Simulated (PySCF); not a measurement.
H$_{8}$OSi$_{2}$, SMILES `O.[SiH3][SiH3]`.

Level of theory: ωB97X/def2-SVP (PySCF), at a geometry from GFN2-xTB. The pair's geometry is semi-empirical, so its contact may be too short or too long. Without diffuse functions Rydberg states are missing, so the states' numbers hold for this basis only.

Geometry (Å), atoms numbered from 1:

```
O1       3.7839    0.0094    0.0088
H2       3.1862    0.7593   -0.0059
H3       3.2367   -0.7778   -0.0095
Si4     -2.2343    0.0040    0.0047
Si5      0.0703   -0.0077   -0.0078
H6      -2.7737    0.8626    1.0631
H7      -2.7872    0.4926   -1.2618
H8      -2.7858   -1.3363    0.2229
H9       0.6557   -0.5012    1.2446
H10      0.6513    1.3263   -0.2143
H11      0.6427   -0.8497   -1.0660
```

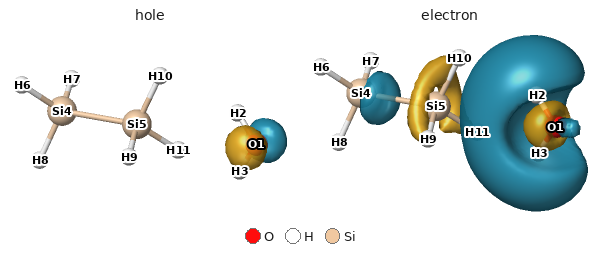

Leading natural transition orbital pair of S₁ (TDA singlet states); the surfaces enclose about 70 % of each orbital's density.

Give its energy and the atoms that hole and electron lie on.

Answer. 7.79 eV (159 nm), f = 0.008; the leading pair carries 100 %; hole on O1 (88 %) and H2 and H3 (6 % each), electron on H2 and H3 (24 % each), O1 (22 %) and Si5 (14 %); their centroids lie 1.3 Å apart. In canonical orbitals it is mainly HOMO → LUMO+2 (68 %). The HOMO–LUMO gap is 13.08 eV.
